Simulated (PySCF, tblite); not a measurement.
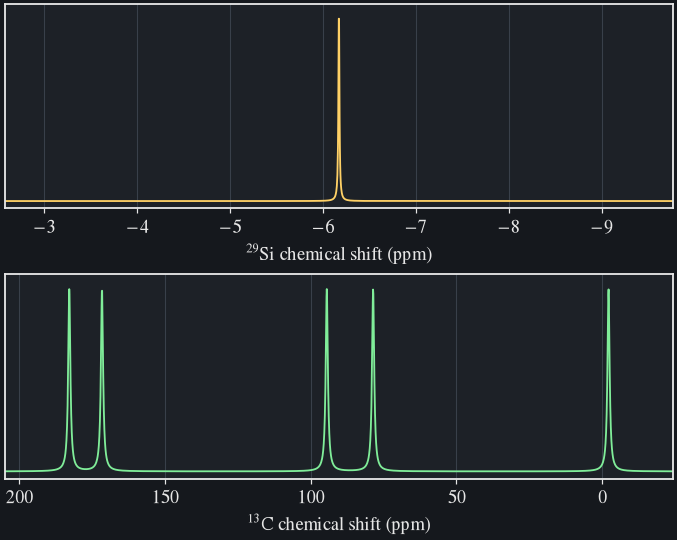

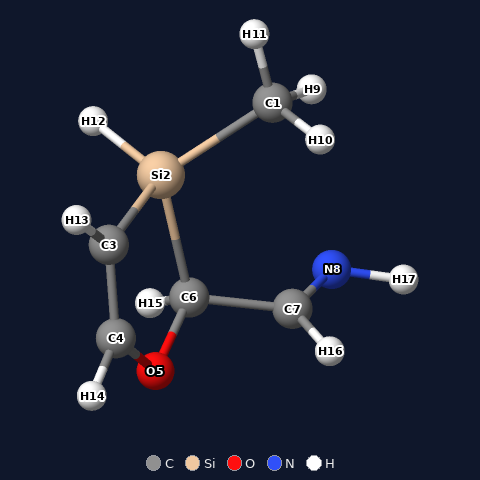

Spectrum and numbered structure of C₅H₉NOSi, SMILES [H]/N=C/[C@H]1OC=C[Si@H]1C. GIAO shifts, PBE0/pcSseg-1 with PySCF 2.14.0, at a GFN2-xTB geometry (a minimum by its frequencies), against TMS for ²⁹Si and TMS for ¹³C computed at the same level. Gas phase, fully decoupled, line heights follow the number of nuclei, widths are arbitrary (no quadrupolar broadening); values of one conformer, averaged over methyl-type rotors and exact or near symmetry; other conformers aren't averaged in.

Q: Where does the ²⁹Si line lie?

A: At −6.2 ppm (Si2).

Q: Assign the ¹³C signals to the numbered atoms.

A:
```tsv
δ (ppm)	nuclei	atoms
182.8	1	C7
171.6	1	C4
94.5	1	C3
78.6	1	C6
−2.2	1	C1
```

Known limits of this run: the tight-binding geometry is rougher than a DFT one and adds to the error.
